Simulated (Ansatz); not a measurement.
# In(H2S)H3 (InH₅S): structure and electronic state

What does In(H2S)H3 (InH₅S) look like as a singlet, and where do its frontier electrons sit?

Computed with Ansatz 0.2.0, Gaussian basis. Level: RKS PBE0-D4/def2-TZVP.

Plan: relaxation at r2SCAN-D4/def2-TZVP; a single point at PBE0-D4/def2-TZVP.

2 further runs of the same task are left out: 2 set aside as unsound or not needed. Runs told in other sessions of the task aren't counted.

## 1. Where the work starts

7 atoms, charge 0, spin multiplicity 1.

Atoms are counted from 1 here; the program's logs count them from 0.

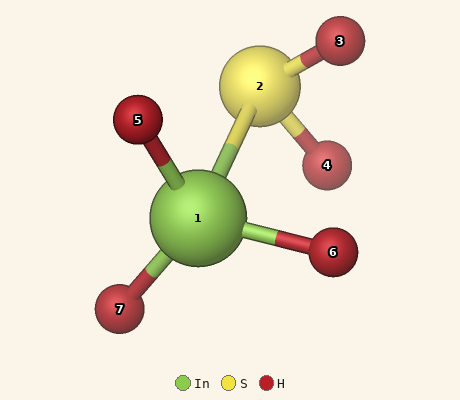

As it starts; indium green, sulfur yellow, hydrogen red; atoms are numbered from 1 in the order of the file.

In takes a core potential in the def2 sets. No spin-orbit coupling is included.

The start is a GFN2-xTB geometry.

## 2. Relaxation at r2SCAN-D4/def2-TZVP

The input, in.yaml:

```yaml
crystal:
  periodic: [false, false, false]
  atoms:
    - {symbol: In, position_ang: [0.135580, -0.224710, -1.100160]}
    - {symbol: S, position_ang: [0.147580, -0.258030, 1.612090]}
    - {symbol: H, position_ang: [0.509110, 1.023740, 1.648870]}
    - {symbol: H, position_ang: [-1.148820, 0.047740, 1.637400]}
    - {symbol: H, position_ang: [1.807850, -0.181210, -1.344390]}
    - {symbol: H, position_ang: [-0.720900, 1.249210, -1.112410]}
    - {symbol: H, position_ang: [-0.730410, -1.656740, -1.341400]}
basis:
  gaussian: {orbitals: def2-TZVP}
hamiltonian: {xc: r2scan, dispersion: d4}
scf: {lower_state_search: "off"}
output: {orbitals: {seedname: orbitals}}
relax: {f_tol: 0.02, max_steps: 100}
```

Run with:

```bash
$ ansatz run in.yaml --threads 4 --pin off --events-out ev --progress --plain --max-ram 3916MiB
```

The log of the run (excerpt; [...] marks lines left out):

```text
Functional definition: r2SCAN
  name "r2SCAN"
  cite "Furness, Kaplan, Ning, Perdew & Sun, J. Phys. Chem. Lett. 11, 8208 (2020) doi:10.1021/acs.jpclett.0c02405"
  cite "Furness, Kaplan, Ning, Perdew & Sun, J. Phys. Chem. Lett. 11, 9248 (2020) doi:10.1021/acs.jpclett.0c03077"
  parent r2scan
[...]
869 factors; their error is unknown
[...]
mean field -16091.32874399 eV, -591.3454242471 hartree, gradient 4.3e-6 eV, S^2 0.000000; 0 other end points of the search recorded, 0 dependent functions left out
[...]
reference -16091.32876266 eV, -591.3454249335 hartree; 21, 21 occupied and 96, 96 virtual orbitals, 869 factors
relax step   1: F+E_penalty+E_count = -16091.35601655 eV  Δ(F+E_penalty+E_count) = +0.000e0 eV  max|allowed force component| = 4.548e-1 eV/Å  Δτ_max = 0.0000 Å  (15 SCF iters, accepted)
[...]
relax step   4: F+E_penalty+E_count = -16091.41551370 eV  Δ(F+E_penalty+E_count) = -1.143e-2 eV  max|allowed force component| = 2.152e-2 eV/Å  Δτ_max = 0.0609 Å  (18 SCF iters, accepted)
[...]
relax step   5: F+E_penalty+E_count = -16091.41567101 eV  Δ(F+E_penalty+E_count) = -1.573e-4 eV  max|allowed force component| = 1.483e-2 eV/Å  Δτ_max = 0.0214 Å  (20 SCF iters, accepted)
Total energy: -16091.41568982 eV, -591.3486194477 hartree
Atom 0 at     0.121722    -0.201920    -1.201930 Å, force     0.003081    -0.004694     0.010407 eV/Å
Atom 1 at     0.153761    -0.268328     1.645341 Å, force     0.004812    -0.004790    -0.014829 eV/Å
Atom 2 at     0.521202     1.017816     1.777408 Å, force     0.001906     0.008215     0.004493 eV/Å
Atom 3 at    -1.149280     0.035513     1.772093 Å, force    -0.011075     0.003227     0.005285 eV/Å
Atom 4 at     1.842105    -0.185841    -1.341999 Å, force    -0.000703     0.000576    -0.004983 eV/Å
Atom 5 at    -0.746290     1.291430    -1.303323 Å, force     0.001945    -0.003472     0.004153 eV/Å
Atom 6 at    -0.743230    -1.688670    -1.347591 Å, force     0.000034     0.000938    -0.004526 eV/Å
Dipole moment:    -0.115485     0.194108     0.585072 e Å
Checks for a lower state left out: stability, starts, cluster_reference, orbital_swaps, neighbouring_geometries, increment
```

It took 5.5 s on 4 threads of Arm Neoverse V1, shared host.

The steps of the relaxation: (the energy doesn't fall at every step)

```
step  energy from step 1 (eV)  largest force component (eV/Å)
   1                   0.0000                          0.4547
   2                  -0.0481                          0.1484
   3                  -0.0444                          0.3199
   4                  -0.0595                          0.0215
   5                  -0.0597                          0.0148
```

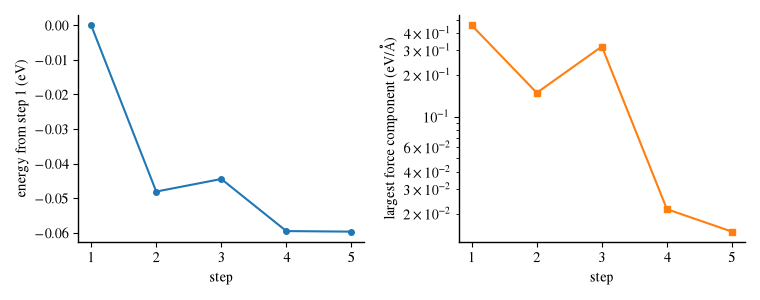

Energy and largest force along the relaxation.

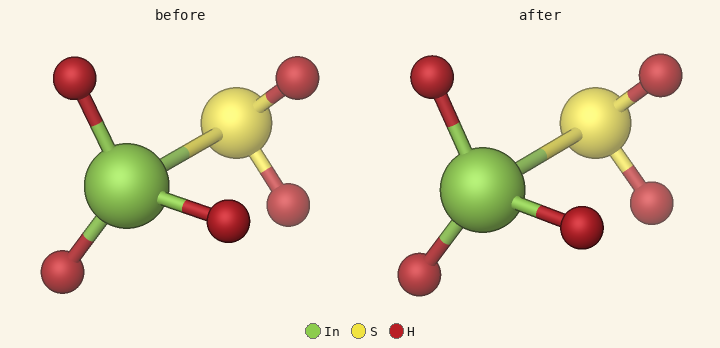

The geometry before (left) and after (right).

Distances of close pairs at the start and the end, largest changes first:

```
  bond  before (Å)  after (Å)  change (Å)
In1–S2       2.712      2.848      +0.136
In1–H5       1.691      1.726      +0.036
In1–H7       1.691      1.726      +0.035
In1–H6       1.705      1.730      +0.026
 S2–H3       1.332      1.344      +0.012
 S2–H4       1.332      1.344      +0.012
```

Bonds by kind at the end (by distance):

```
bond  count  shortest (Å)  longest (Å)
In–S      1         2.848        2.848
H–In      3         1.726        1.730
 H–S      2         1.344        1.344
```

## 3. Single point, PBE0-D4/def2-TZVP

start.molden holds the orbitals of an earlier run on this state, given as this run's starting guess.

The input, in.yaml:

```yaml
crystal:
  periodic: [false, false, false]
  atoms:
    - {symbol: In, position_ang: [0.121722, -0.201920, -1.201930]}
    - {symbol: S, position_ang: [0.153761, -0.268328, 1.645341]}
    - {symbol: H, position_ang: [0.521202, 1.017816, 1.777408]}
    - {symbol: H, position_ang: [-1.149280, 0.035513, 1.772093]}
    - {symbol: H, position_ang: [1.842105, -0.185841, -1.341999]}
    - {symbol: H, position_ang: [-0.746290, 1.291430, -1.303323]}
    - {symbol: H, position_ang: [-0.743230, -1.688670, -1.347591]}
basis:
  gaussian: {orbitals: def2-TZVP, initial_orbitals: start.molden}
hamiltonian: {xc: pbe0, dispersion: d4}
output: {orbitals: {seedname: orbitals}}
```

Launched as before.

The log of the run:

```text
Functional definition: PBE0
  name "PBE0"
  cite "Adamo & Barone, J. Chem. Phys. 110, 6158 (1999) doi:10.1063/1.478522"
  cite "Perdew, Burke & Ernzerhof, Phys. Rev. Lett. 77, 3865 (1996) doi:10.1103/PhysRevLett.77.3865"
  parent pbe
  parameter a = 0.25
  parameter kappa = 0.804
  parameter beta = 0.06672455060314922
  exchange = (1 - a)*pbe_x(kappa = kappa, mu = beta*pi^2/3) + a*exact_x
  correlation = pbe_c(beta = beta)
972 factors; their error is unknown
mean field evaluation 1: about -16086.2331 eV, gradient 6.3e0 eV
mean field evaluation 2: about -16086.2606 eV, gradient 3.9e-2 eV
mean field evaluation 4: about -16086.3271 eV, gradient 5.6e-5 eV
mean field evaluation 8: about -16086.2513 eV, gradient 2.2e0 eV
mean field evaluation 16: about -16086.3271 eV, gradient 1.1e-4 eV
mean field -16086.32713057 eV, -591.1616183442 hartree, gradient 7.3e-5 eV, S^2 0.000000; 1 other end points of the search recorded, 0 dependent functions left out
reference -16086.32717429 eV, -591.1616199510 hartree; 21, 21 occupied and 96, 96 virtual orbitals, 972 factors
Total energy: -16086.42578483 eV, -591.1652438216 hartree
```

Wall time 1 s (4 threads of Arm Neoverse V1, shared host).

From the report: HOMO -7.63 eV, LUMO -0.68 eV.

Mulliken charges, from this run's orbitals:

```
atom  value (e)
 In1       0.22
  S2      -0.26
  H3       0.21
  H4       0.21
  H5      -0.12
  H6      -0.13
  H7      -0.12
```

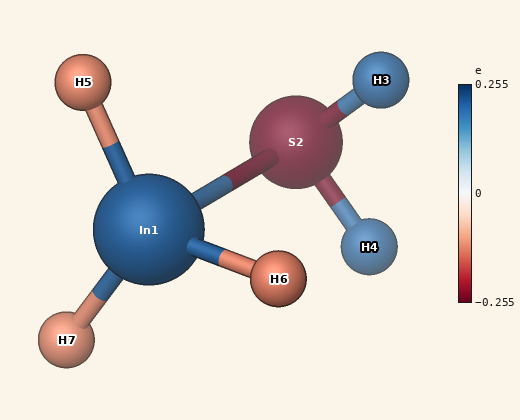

Mulliken charges, from this run's orbitals, as colours on the atoms.

Largest Mayer bond orders: S2–H3 0.94; S2–H4 0.94; In1–H5 0.94; In1–H7 0.94; In1–H6 0.93; In1–S2 0.30.

The fields below are evaluated on a grid from the run's orbitals.

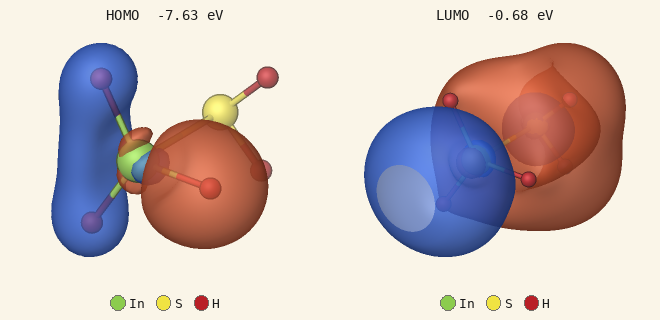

Frontier orbitals at PBE0-D4/def2-TZVP; each surface holds 70 % of the orbital's density, blue and red mark the sign. The LUMO is diffuse and is cut off by the edge of the grid.

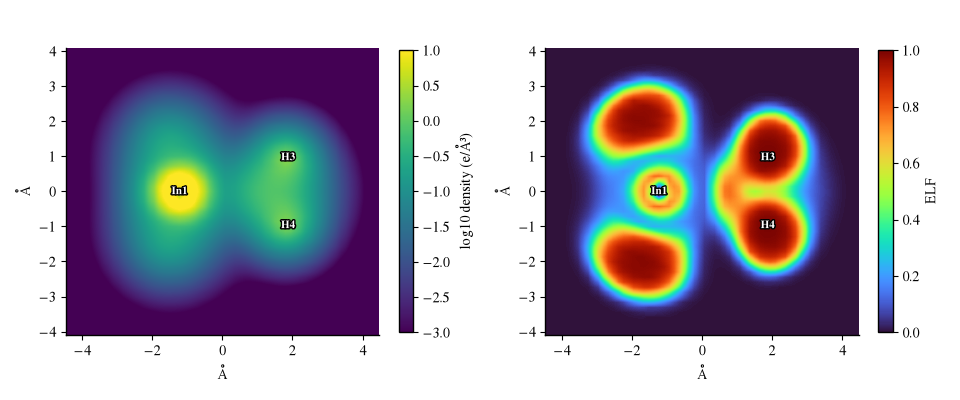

Density (left) and ELF (right) in a plane through or near 3 of the atoms.

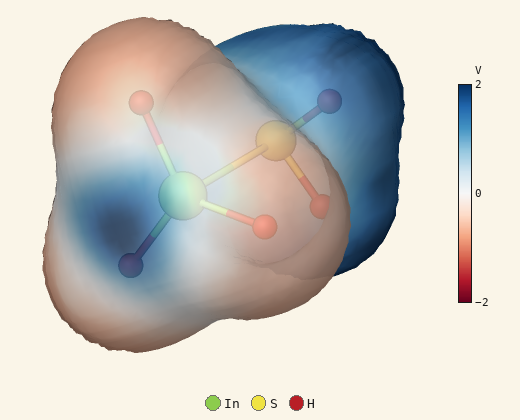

Electrostatic potential on the surface of density 0.002 e/bohr³; red is low, blue high. It runs from -0.73 to 2.00 V.

## 4. Summary of results

| quantity | value |
| --- | --- |
| point group | Cs |
| In–S bond | 2.848 Å |
| HOMO, LUMO at PBE0-D4/def2-TZVP | -7.63, -0.68 eV |
| dipole at r2SCAN-D4/def2-TZVP | 3.01 D |

The molecule keeps its bonding pattern by the stored test; the atoms moved 0.11 Å (rms). No usable vibrations, so a minimum isn't proven. The HOMO lies nearest to H6 56 %; H5, H7 about 15 % each and the LUMO to In1 24 %; 5 H atoms about 13 % each. The point group is read from a loosely relaxed geometry; soft torsions can leave it below the true symmetry.
